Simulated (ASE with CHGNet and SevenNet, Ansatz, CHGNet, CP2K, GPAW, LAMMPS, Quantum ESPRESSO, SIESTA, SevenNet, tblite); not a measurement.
## Liquid (Cs,Na,Li)Cl at 1200 K (74 atoms) in machine-learned potentials

Wanted: machine-learned potentials inputs and outputs for liquid (Cs,Na,Li)Cl at 1200 K (74 atoms), checked against a plane-wave reference.

Method: the method is named at each step, in ASE with CHGNet and SevenNet.

### Step 1. The starting structure

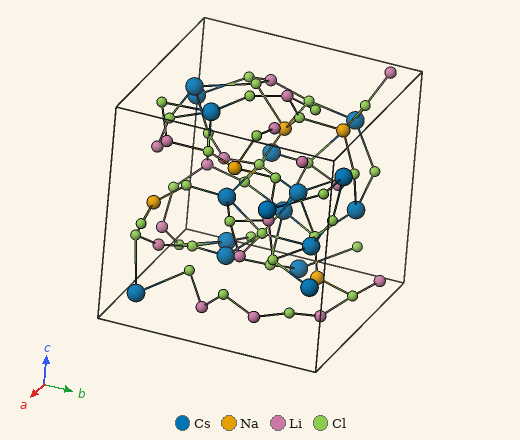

The cell as given, from a free direction (caesium blue, sodium orange, lithium pink, chlorine green). Bonds to atoms that aren't drawn are left out. Some periodic images of atoms are drawn too.

The cell holds 74 atoms: 16 Cs, 5 Na, 16 Li and 37 Cl. Its edges and angles: a = 13.948 Å, b = 13.948 Å, c = 13.948 Å, α = 90.0°, β = 90.0°, γ = 90.0°. 74 atoms (16 Cs, 5 Na, 16 Li, 37 Cl) placed at random at 2.24 g/cm³, melted at 1800 K for 10 ps at fixed volume with the Lennard-Jones and Coulomb ion parameters for SPC/E (Joung and Cheatham, J. Phys. Chem. B 112, 9020 (2008)), full charges. Snapshot at the end of a hold of 20 ps at 1200 K and fixed volume.

The yardstick, on the same geometry:

- method: Kohn-Sham DFT, PBE, PAW, plane waves (Ansatz 0.2.0); cutoff 420 eV, Γ point, fermi-dirac smearing of 0.05 eV; PAW set soft_2
- r.m.s. force component: 0.4728 eV/Å
- longest force: 1.917 eV/Å
- pressure: 0.3406 GPa
- gap (highest filled to lowest empty level): 3.663 eV
- SCF cycles: 7
- time: 14 s on 8 threads of Arm Neoverse V2, shared host
- CPU time: 1.7 min

### Step 2. CHGNet r2SCAN potential

Method: machine-learned interatomic potential CHGNet r2SCAN, trained on r2SCAN plane-wave data.

run.py reads:

```python
import numpy as np
from ase.io import read
import mlip  # loads the published weights by name

atoms = read("structure.xyz")
atoms.calc = mlip.calc("chgnet-r2scan")
energy = atoms.get_potential_energy()
forces = atoms.get_forces()
print(f"energy {energy:.6f} eV")
print("forces (eV/A)")
for i, (a, f) in enumerate(zip(atoms, forces)):
    print(f"{i:4d} {a.symbol:2s} {f[0]:10.5f} {f[1]:10.5f} {f[2]:10.5f}")
stress = -atoms.get_stress(voigt=False) * 160.21766
print("stress (GPa, compression positive)")
for row in stress:
    print(" ".join(f"{x:10.4f}" for x in row))
```

structure.xyz reads:

```xyz
74
Lattice="13.94850 0.00000 0.00000 0.00000 13.94850 0.00000 0.00000 0.00000 13.94850" Properties=species:S:1:pos:R:3 pbc="T T T"
Cs 8.52072 11.01374 5.28425
Cs 9.41761 13.00126 10.74076
Cs 3.56273 7.29953 4.58669
Cs 12.41277 1.70367 1.45873
Cs 6.49735 9.17616 7.49090
Cs 3.83612 11.94033 5.92616
Cs 12.59731 12.61753 4.68697
Cs 13.91279 10.01335 9.70802
Cs 7.70906 3.73164 11.94619
Cs 8.60818 5.50324 7.15753
Cs 1.92838 7.98496 0.23587
Cs 7.31529 5.29164 2.68216
Cs 4.36630 1.33403 11.59106
Cs 2.76431 3.61950 1.27657
Cs 0.34397 5.07167 6.48396
Cs 1.13387 0.35178 9.39808
Na 3.48141 6.89377 9.85768
Na 4.50913 10.95543 11.21166
Na 10.21295 1.52122 6.47141
Na 5.52974 10.49527 1.79629
Na 11.89305 7.03144 10.85500
Li 12.31625 5.86813 1.55149
Li 10.67018 7.36983 4.60189
Li 1.18897 4.93610 11.58548
Li 9.91153 8.59228 13.03543
Li 11.70377 2.55355 11.40290
Li 6.98862 0.28023 8.46548
Li 0.48680 9.45931 5.54076
Li 8.17298 1.32315 2.75581
Li 10.94943 9.08368 7.52940
Li 4.90625 3.76679 7.70655
Li 8.66537 12.03170 0.98337
Li 12.56565 9.28063 1.87956
Li 0.01492 11.97479 13.38861
Li 4.21370 0.00628 1.91122
Li 6.71927 8.05875 13.69017
Li 2.72442 1.96367 5.90858
Cl 9.25567 12.48209 7.65396
Cl 3.46299 2.12659 8.32391
Cl 13.27018 1.95893 6.46471
Cl 7.29297 0.99341 10.66028
Cl 10.53279 10.74286 1.65555
Cl 5.24310 8.40648 11.71702
Cl 3.18151 0.13837 4.13754
Cl 12.35056 8.39532 13.52809
Cl 0.78851 7.30162 10.64745
Cl 0.04980 3.13799 10.85640
Cl 10.07947 8.98283 9.92882
Cl 5.38175 6.18309 8.11049
Cl 10.31492 1.52192 13.12596
Cl 1.83018 11.22422 11.78648
Cl 3.61001 4.90220 12.36827
Cl 1.50002 7.82846 6.98694
Cl 0.37508 10.97175 1.78178
Cl 12.79998 13.06500 11.05991
Cl 6.03579 2.66667 2.10148
[... 14 atom lines left out ...]
Cl 2.52858 0.56840 0.16850
Cl 13.19277 7.46858 3.17300
Cl 11.32032 6.79459 7.03730
Cl 6.68370 13.22862 1.78332
```

On the command line:

```sh
OMP_NUM_THREADS=1 python run.py > output.txt
```

What it wrote:

```text
CHGNet vr2scan initialized with 412,525 parameters
CHGNet will run on cpu
energy -826.721069 eV
forces (eV/A)
   0 Cs   -0.05347   -0.03063   -1.29007
   1 Cs    0.92614   -0.76991    0.55025
   2 Cs   -0.00106    0.13004   -0.22308
   3 Cs    0.00990   -0.34323    0.29797
   4 Cs   -0.09220    0.06803    0.59465
   5 Cs   -0.00468    0.14367    0.97316
   6 Cs    0.50823    0.55739   -0.19968
   7 Cs   -0.55413    0.36991   -0.43498
   8 Cs   -0.07637    0.40275    0.36268
   9 Cs   -0.26975   -0.69216    0.57607
  10 Cs   -0.11686    0.05974   -0.20053
  11 Cs    0.39401    0.19960    0.51414
  12 Cs   -0.46570    0.16740    0.13176
  13 Cs    1.05573   -0.15496    0.54555
  14 Cs   -0.81924   -0.39593    0.08857
  15 Cs   -0.20941    0.07092    0.03392
  16 Na   -0.05469   -0.03010    0.27537
  17 Na   -0.13816   -0.15850    0.13321
  18 Na    0.08308    0.00009   -0.14193
  19 Na    0.24516   -0.02010   -0.40488
  20 Na    0.02333   -0.14245    0.06355
  21 Li    0.19267   -0.23131    0.15682
  22 Li    0.30234   -0.00370    0.13218
  23 Li    0.08855    0.02102    0.13101
[...]
66 Cl    0.03177    0.44210   -0.29165
  67 Cl   -0.26885    0.26913    0.05686
  68 Cl    0.51035   -1.26765    0.13441
  69 Cl    0.71333   -0.10701   -0.23138
  70 Cl    0.22170   -0.33589    0.26068
  71 Cl   -0.10058    0.02969    0.02622
  72 Cl    0.34168    0.49861   -0.23566
  73 Cl    0.05137   -0.30699    0.09181
stress (GPa, compression positive)
   -0.5994     0.1668    -0.1098
    0.1668     0.0060     0.0500
   -0.1098     0.0500    -0.6419
```

Elapsed: 3 s, on 1 thread of Arm Neoverse V2, shared host; peak memory 0.51 GiB.

Banners, paths, timers and routine set-up lines are dropped from the logs unmarked, and long logs keep their key lines alone; longer cuts are marked.

Against the reference:

```yaml
r_m_s_force_component: 0.3616 eV/Å
r_m_s_difference_of_force_components: 130.7 meV/Å
longest_difference_of_force_vectors: 479.1 meV/Å
force_difference_over_r_m_s_force: 27.64 %
slope_of_forces_against_the_reference_s: 0.7543
correlation_of_force_components: 0.9862
pressure: -0.4118 GPa
pressure_difference: -0.7524 GPa
```

Length of the force difference by element (eV/Å):

| element | atoms | mean | most |
| --- | --- | --- | --- |
| Cl | 37 | 0.19 | 0.48 |
| Cs | 16 | 0.27 | 0.46 |
| Li | 16 | 0.19 | 0.31 |
| Na | 5 | 0.14 | 0.19 |

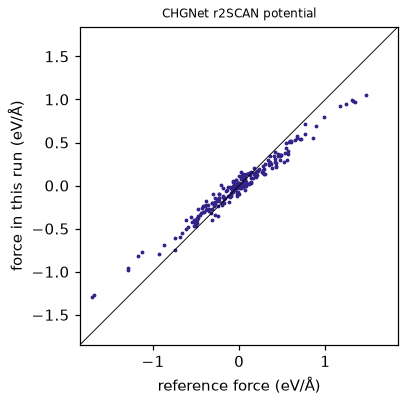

Force components against those of the reference; the line marks equality.

The surroundings of Na17, one of the 5 Na atoms, nearest first, numbered as they follow in the input and with coordinates relative to it.

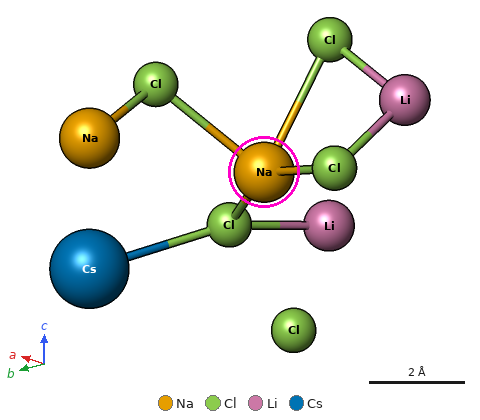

The atoms of the table, within 4.5 Å (arrows a, b, c point along x, y, z); some may hide others; the central atom is ringed.

| atom | x | y | z | distance (Å) | Fx | Fy | Fz (eV/Å) |
| --- | --- | --- | --- | --- | --- | --- | --- |
| Na17 | 0.00 | 0.00 | 0.00 | 0.00 | -0.05 | -0.03 | 0.28 |
| Cl49 | 1.90 | -0.71 | -1.75 | 2.68 | -0.12 | -0.22 | 0.04 |
| Cl46 | -2.69 | 0.41 | 0.79 | 2.84 | 0.26 | -0.98 | 0.35 |
| Cl43 | 1.76 | 1.51 | 1.86 | 2.97 | -0.17 | 0.15 | -0.19 |
| Cl52 | 0.13 | -1.99 | 2.51 | 3.21 | -0.26 | 0.04 | -0.50 |
| Li24 | -2.29 | -1.96 | 1.73 | 3.47 | 0.09 | 0.02 | 0.13 |
| Cl53 | -1.98 | 0.93 | -2.87 | 3.61 | 0.01 | 0.98 | 0.04 |
| Li31 | 1.42 | -3.13 | -2.15 | 4.05 | -0.03 | 0.14 | -0.28 |
| Na18 | 1.03 | 4.06 | 1.35 | 4.40 | -0.14 | -0.16 | 0.13 |
| Cs5 | 3.02 | 2.28 | -2.37 | 4.46 | -0.09 | 0.07 | 0.59 |

Atoms are counted from 1 here, from 0 in the log.

Forces lie 28 % from the reference's, at 0.028 times its CPU time (on 1 against 8 cores).

### Step 3. CHGNet 0.3.0 potential

Method: machine-learned interatomic potential CHGNet 0.3.0, trained on PBE(+U) plane-wave data.

run.py, as its differences from that of step 2:

```diff
@@ -5,3 +5,3 @@
 atoms = read("structure.xyz")
-atoms.calc = mlip.calc("chgnet-r2scan")
+atoms.calc = mlip.calc("chgnet-0.3.0")
 energy = atoms.get_potential_energy()
```

structure.xyz is that of step 2.

What it wrote:

```text
CHGNet v0.3.0 initialized with 412,525 parameters
CHGNet will run on cpu
energy -265.749573 eV
forces (eV/A)
   0 Cs   -0.03769   -0.05712   -1.68979
   1 Cs    1.22997   -1.00260    0.66443
   2 Cs    0.07836    0.29559   -0.37266
   3 Cs    0.00195   -0.37553    0.36855
   4 Cs   -0.20377   -0.00449    0.81848
   5 Cs   -0.02488    0.13268    1.27503
   6 Cs    0.66628    0.75449   -0.18153
   7 Cs   -0.63737    0.50239   -0.54183
   8 Cs   -0.05966    0.47938    0.42261
   9 Cs   -0.38262   -0.89436    0.69253
  10 Cs   -0.06082    0.08530   -0.23273
  11 Cs    0.47599    0.32135    0.61708
  12 Cs   -0.47808    0.17566    0.14763
  13 Cs    1.44740   -0.21495    0.73077
  14 Cs   -1.08292   -0.55385    0.10247
  15 Cs   -0.35589    0.07301   -0.03318
  16 Na   -0.01866   -0.02854    0.32596
  17 Na   -0.16662   -0.18996    0.16427
  18 Na    0.07584    0.00114   -0.10248
  19 Na    0.23309   -0.06571   -0.49919
  20 Na   -0.02367   -0.22832    0.05634
  21 Li    0.24283   -0.32461    0.13737
  22 Li    0.33609   -0.03139    0.18772
  23 Li    0.14690    0.05834    0.20610
[...]
66 Cl   -0.00229    0.52458   -0.31939
  67 Cl   -0.32097    0.36560    0.07100
  68 Cl    0.59616   -1.73436    0.19958
  69 Cl    0.83525   -0.17327   -0.26343
  70 Cl    0.22991   -0.39910    0.34532
  71 Cl   -0.09929   -0.00027    0.11417
  72 Cl    0.47003    0.52153   -0.34066
  73 Cl    0.10655   -0.29955    0.12657
stress (GPa, compression positive)
   -0.0592     0.2147    -0.1215
    0.2147     0.6384     0.0217
   -0.1215     0.0217    -0.1826
```

It took 3 s on 1 thread; peak memory 0.52 GiB.

Against the reference:

| Property | Result |
| --- | --- |
| r.m.s. force component | 0.4603 eV/Å |
| r.m.s. difference of force components | 70.16 meV/Å |
| longest difference of force vectors | 274.2 meV/Å |
| force difference over r.m.s. force | 14.84 % |
| slope of forces against the reference's | 0.9628 |
| correlation of force components | 0.989 |
| pressure | 0.1322 GPa |
| pressure difference | -0.2084 GPa |

Against the first run (28 %), the force difference from the reference is 15 %, at 0.99 times the CPU time.

### Step 4. SevenNet l3i5 potential

Method: machine-learned interatomic potential SevenNet l3i5, trained on PBE(+U) plane-wave data.

run.py, as its differences from that of step 3:

```diff
@@ -5,3 +5,3 @@
 atoms = read("structure.xyz")
-atoms.calc = mlip.calc("chgnet-0.3.0")
+atoms.calc = mlip.calc("7net-l3i5")
 energy = atoms.get_potential_energy()
```

structure.xyz is that of step 3.

What it wrote:

```text
energy -240.935730 eV
forces (eV/A)
   0 Cs   -0.02356    0.08199   -1.77070
   1 Cs    1.14116   -1.12828    0.64881
   2 Cs   -0.02349    0.15721   -0.38276
   3 Cs    0.01705   -0.15677    0.47926
   4 Cs   -0.18567    0.01988    0.83839
   5 Cs    0.11213    0.05477    1.39586
   6 Cs    0.68792    0.70605   -0.28860
   7 Cs   -0.57737    0.54218   -0.38007
   8 Cs   -0.06403    0.49214    0.42102
   9 Cs   -0.31556   -0.72856    0.81731
  10 Cs   -0.12091    0.15152   -0.26780
  11 Cs    0.45107    0.43559    0.51417
  12 Cs   -0.66299    0.20731   -0.02185
  13 Cs    1.45892   -0.16232    0.77454
  14 Cs   -1.09237   -0.41425    0.11609
  15 Cs   -0.23695   -0.01054    0.01357
  16 Na    0.02253    0.07159    0.38221
  17 Na   -0.17779   -0.28776    0.10502
  18 Na    0.09779   -0.06118   -0.22205
  19 Na    0.43796   -0.11610   -0.34401
  20 Na   -0.00260   -0.26979   -0.00070
  21 Li    0.31433   -0.34881    0.20497
  22 Li    0.44307   -0.06229    0.21928
  23 Li    0.18200    0.06237    0.17685
[...]
66 Cl    0.13824    0.51637   -0.34493
  67 Cl   -0.50510    0.23310    0.01225
  68 Cl    0.59019   -1.83472    0.13718
  69 Cl    0.76796   -0.01789   -0.31229
  70 Cl    0.22010   -0.33255    0.45993
  71 Cl    0.01108    0.08172    0.10590
  72 Cl    0.43101    0.53717   -0.26388
  73 Cl    0.10693   -0.38430    0.12773
stress (GPa, compression positive)
    0.0612     0.2464    -0.1754
    0.2464     0.9188     0.1165
   -0.1754     0.1165    -0.0737
```

It took 7.1 s on 1 thread; peak memory 0.83 GiB.

Compared with the plane-wave run:

```yaml
r_m_s_force_component: 0.4741 eV/Å
r_m_s_difference_of_force_components: 60.79 meV/Å
longest_difference_of_force_vectors: 219.3 meV/Å
force_difference_over_r_m_s_force: 12.86 %
slope_of_forces_against_the_reference_s: 0.9944
correlation_of_force_components: 0.9918
pressure: 0.3021 GPa
pressure_difference: -0.0385 GPa
```

Against the first run (28 %), the force difference from the reference is 13 %, at 2.4 times the CPU time.

### Step 5. Side by side

Differences are against the plane-wave reference, forces as r.m.s. over components; share is that over the reference's r.m.s. force, slope the least-squares factor from reference forces to these. Total energies of different programs have different zeros and aren't compared.

| run | Δ force, r.m.s. (meV/Å) | share (%) | slope | Δ pressure (GPa) | cores | CPU time | memory (GiB) |
| --- | --- | --- | --- | --- | --- | --- | --- |
| reference | - | - | - | - | 8 | 1.7 min | 2.9 |
| CHGNet r2SCAN potential | 131 | 27.6 | 0.754 | -0.752 | 1 | 2.9 s | 0.51 |
| CHGNet 0.3.0 potential | 70.2 | 14.8 | 0.963 | -0.208 | 1 | 2.9 s | 0.52 |
| SevenNet l3i5 potential | 60.8 | 12.9 | 0.994 | -0.0385 | 1 | 7.1 s | 0.83 |

Times of the machine-learned potentials are mostly Python's start and the loading of weights.

CPU time is summed over cores on a shared host, where runs went side by side, so it is rough. Symmetry, cutoffs, thresholds, outputs and thread counts weren't matched or tuned between programs; memory under MPI is the largest rank's times the ranks.

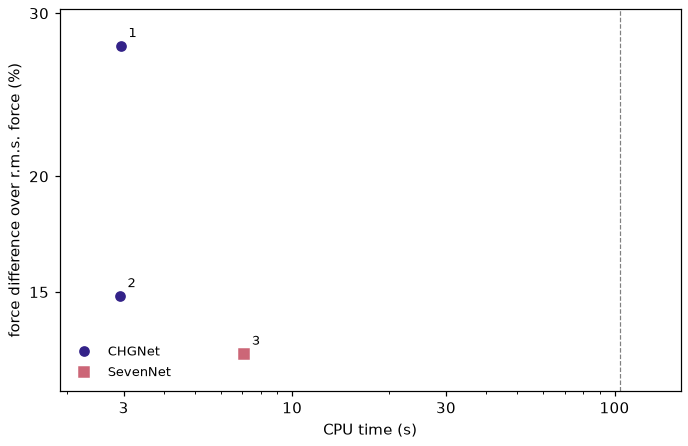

Force difference against CPU time; the dashed line marks the reference's time. Points: 1 CHGNet r2SCAN potential; 2 CHGNet 0.3.0 potential; 3 SevenNet l3i5 potential.

### Step 6. Summary of results

```yaml
nearest_in_forces: SevenNet l3i5 potential, 13 %
its_cpu_time: 7.1 s
```

In words: Machine-learned potentials differ by 13 % (SevenNet l3i5 potential) to 28 % (CHGNet r2SCAN potential); they were trained on other programs' data, some at another functional. The frame stands for 1200 K, but pressures are static and levels are smeared at 580 K. Machine-learned potentials mimic data converged in k, so the reference's own k-point error enters their differences. The network of bonds at the start is that of the classical potential that made the cell, and needn't be the one that DFT or experiment would give. The ion parameters were fitted for water, not for melts, so the starting structure of this cell may lie well off the real melt's. The electronic-structure runs sample only Γ, in a cell whose shortest periodic width is 14 Å. Spin–orbit coupling is left out, which matters for the levels of the heavy elements.

[Also dropped from logs without a mark: logging warnings of Python, and SIESTA's first energy breakdown and zero terms.]

[Logs are printed without paths, hosts, clocks, repeated set-up lines and the standing remarks that a program may print on its own settings, such as how far it seeks lower states.]

[Hosts, paths, dates, database ids (printed as entryN), source tags and the programs' standing remarks are cut or masked in the printed files.]
